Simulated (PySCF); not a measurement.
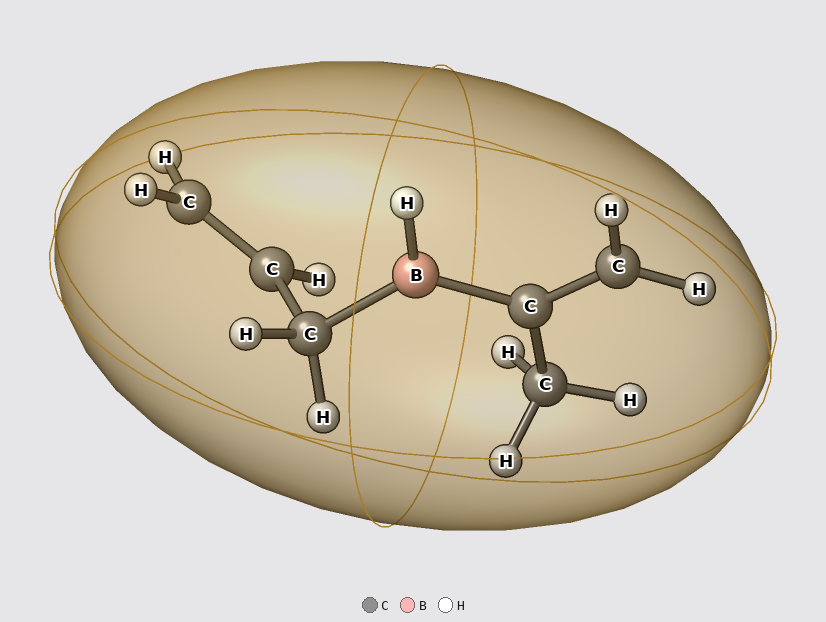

The ellipsoid shows the static dipole polarisability: its half-axes are proportional to the principal values. Computed geometry: GFN2-xTB optimisation. No frequency run is at hand to confirm it as a minimum. Computed with PBE0/def2-SVPD (PySCF 2.14.0).

Question. Give the principal values, the mean and the anisotropy.

Answer. Principal values 69.0, 81.8, 120.9 bohr³; mean 90.5 bohr³ (13.41 Å³); anisotropy 46.8 bohr³, so the longest axis is 1.75 times the shortest.

The geometry is semi-empirical. Around B such bond lengths and angles can be off by a tenth of an ångström or more and by several degrees, and values that hang on the shape move with them.
